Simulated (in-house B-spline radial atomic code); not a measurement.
# Cu⁷⁺: ionisation energy by several methods

How far do functionals differ on the ionisation energy of Cu⁷⁺? Each run solves Cu⁷⁺ and then the next ion ([Ar] 3d3).

The numbers are computed with in-house B-spline radial atomic code version 1 (Dirac-Coulomb, several functionals; spherical all-electron atom at the radial basis limit), except any that are marked as measured or tabulated.

### Step 1. What is computed

```
element       : copper (Z = 29)
charge        : +7
electrons     : 22
configuration : [Ar] 3d4
nucleus       : Fermi, rms radius 3.882 fm
```

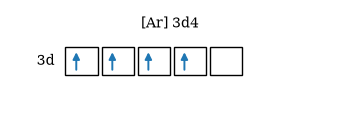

The shells outside the core, filled by Hund's rule for the drawing.

The boxes only draw the filling; these runs are spin-restricted and spherical.

### Step 2. LDA (PW92)

Settings, as recorded:

```ini
Z = 29
electrons = 22.0
configuration = [Ar] 3d4
hamiltonian = dirac
method = lda,pw
spin_polarised = False
nucleus = fermi
rms_radius = 3.8823
mass_number = 63
atomic_mass = 62.929597119
speed_of_light = 137.035999084
```

### Step 3. LDA (VWN5)

The settings differ from step 2 so:

```diff
@@ -4,3 +4,3 @@
 hamiltonian = dirac
-method = lda,pw
+method = lda,vwn
 spin_polarised = False
```

### Step 4. PBEsol

The settings differ from step 3 so:

```diff
@@ -4,3 +4,3 @@
 hamiltonian = dirac
-method = lda,vwn
+method = pbesol
 spin_polarised = False
```

### Step 5. RPBE

The settings differ from step 4 so:

```diff
@@ -4,3 +4,3 @@
 hamiltonian = dirac
-method = pbesol
+method = rpbe,pbe
 spin_polarised = False
```

### Step 6. OLYP

The settings differ from step 5 so:

```diff
@@ -4,3 +4,3 @@
 hamiltonian = dirac
-method = rpbe,pbe
+method = optx,lyp
 spin_polarised = False
```

### Step 7. PBE

The settings differ from step 6 so:

```diff
@@ -4,3 +4,3 @@
 hamiltonian = dirac
-method = optx,lyp
+method = pbe,pbe
 spin_polarised = False
```

The tabulated ionisation energy is 166 ± 2.1 eV (tabulated theoretical; NIST Atomic Spectra Database). What does each method give, and which comes nearest?

The runs gave:

| method | rung | total energy (hartree) | ΔSCF (eV) | with Breit, QED, recoil (eV) | −ε highest (eV) | corrected ΔSCF less tabulated (eV) |
| --- | --- | --- | --- | --- | --- | --- |
| LDA (PW92) | LDA | -1635.4822 | 165.86 | 165.87 | 150.60 (3d5/2) | -0.13 |
| LDA (VWN5) | LDA | -1635.4922 | 165.87 | 165.88 | 150.61 (3d5/2) | -0.12 |
| PBEsol | GGA | -1636.8002 | 165.51 | 165.52 | 150.25 (3d5/2) | -0.48 |
| RPBE | GGA | -1638.3848 | 165.48 | 165.49 | 150.22 (3d5/2) | -0.51 |
| OLYP | GGA | -1638.8038 | 166.21 | 166.21 | 150.92 (3d5/2) | +0.21 |
| PBE | GGA | -1638.1497 | 165.56 | 165.57 | 150.30 (3d5/2) | -0.43 |

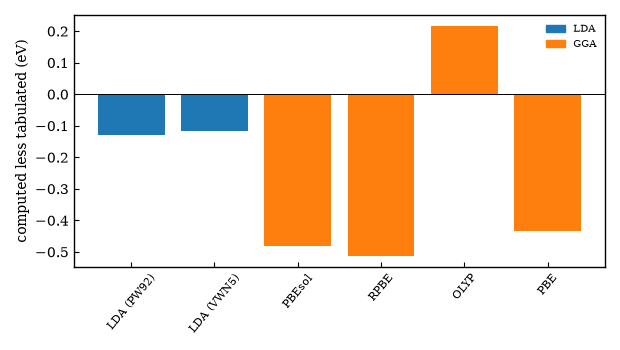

Error of each method against the tabulated value; one colour a rung.

**Reading.** Tables give 166 ± 2.1 eV (tabulated theoretical; NIST Atomic Spectra Database) for the ionisation energy. LDA (VWN5) misses by -0.12 eV, the least, and RPBE by -0.51 eV (0.31 %), the most. The table's own uncertainty is as large as these misses, so the order means little. PBE is off by -0.43 eV. Open shells are averaged (over orientations, and over spins where the run is restricted), while tables refer to the lowest levels. For the semilocal functionals minus the highest level recovers only 91 % of their own ΔSCF value, a mark of self-interaction.

Members of this set that are not shown: 8 used exact exchange with fractional occupations of an open shell, which is unsound here.
